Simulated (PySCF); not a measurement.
# Geometry relaxation of C₂H₄Zn (part 4 of 4)

The same run, continued: C₂H₄Zn; HF/STO-6G, RHF, dispersion D4 (PySCF 2.14.0). The run did not end well. The geometry: force field.

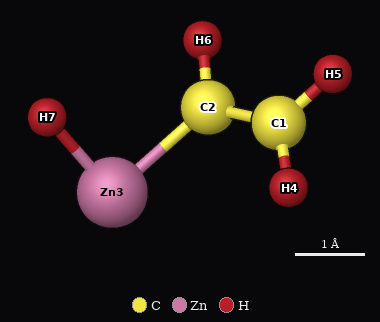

Fig. 1: The geometry at step 25 of the log (ball-and-stick view, seen at a tilt; atoms are numbered from 1 in the order of the input).

Trajectory as extended XYZ, continued:
```
7
Properties=species:S:1:pos:R:3:forces:R:3 step=24 energy=-50241.83980
C    -0.8966    0.2392   -0.4928   -0.4992   0.0471   0.3772
C     0.0679    0.1637    0.3974   -0.4211  -0.4212  -0.6240
Zn    0.9366   -1.4813    0.4810    1.2694   1.6060   0.2342
H    -1.3050   -0.6475   -0.9556   -0.0127   0.0744  -0.0324
H    -1.3895    1.1530   -0.7809    0.1329   0.1558  -0.1790
H     0.4584    1.0829    0.8007   -0.1730  -0.0912   0.1795
H     2.1895   -0.5779    0.5046   -0.2963  -1.3708   0.0445
7
Properties=species:S:1:pos:R:3:forces:R:3 step=25 energy=-50241.96998
C    -0.8790    0.3127   -0.5160   -0.2529  -0.1060   0.2785
C     0.0392    0.1499    0.4071    0.0808   0.0033  -0.3169
Zn    0.8938   -1.5040    0.6134    0.5974   0.3840  -0.1212
H    -1.2611   -0.5148   -1.0943   -0.0104   0.0375  -0.0181
H    -1.3380    1.2606   -0.7439    0.0940   0.0938  -0.0738
H     0.3851    1.0298    0.9255   -0.0940  -0.0256   0.0439
H     2.2214   -0.8023    0.3626   -0.4149  -0.3870   0.2075
```

This output came from the following input.

Input file (job.py):
```python
from pyscf import gto
from pyscf.geomopt.geometric_solver import kernel as optimise

molecule = gto.M(
    atom=[
    ('C', (-0.866300, 0.321800, -0.456900)),
    ('C', (0.147300, 0.323900, 0.324900)),
    ('Zn', (1.381300, -1.209200, 0.325700)),
    ('H', (-1.044700, -0.449200, -1.143800)),
    ('H', (-1.580000, 1.215100, -0.466700)),
    ('H', (0.364700, 1.164100, 1.000300)),
    ('H', (1.659000, -1.434400, 0.370900)),
],
    cart=True,
    verbose=3,
    basis='sto-6g',
    spin=0,
    max_memory=1860,
)

myscf = molecule.RHF()
myscf.max_cycle = 100
myscf.disp = 'd4'
myscf = myscf.newton()
converged, mol_eq = optimise(myscf, maxsteps=100, convergence_set='GAU_TIGHT')
print('converged:', converged)
print(mol_eq.tostring())

myscf.reset(mol_eq)
molecule = mol_eq
myscf.kernel()
e_tot = myscf.e_tot
print('E = %.10f Eh' % e_tot)
```

Launch command:
```bash
OMP_NUM_THREADS=1 python job.py
```

What the run reported:

```json
{"quantity": "outcome", "value": "stopped at the time limit"}
{"quantity": "basis functions", "value": "33"}
{"quantity": "hardware", "value": "1 thread of Arm Neoverse V1, 24 GiB of memory available, shared host"}
{"quantity": "wall time", "value": "4.5 min"}
{"quantity": "peak memory", "value": "0.14 GiB"}
```

The run was cut off by its time limit, so the output is incomplete.
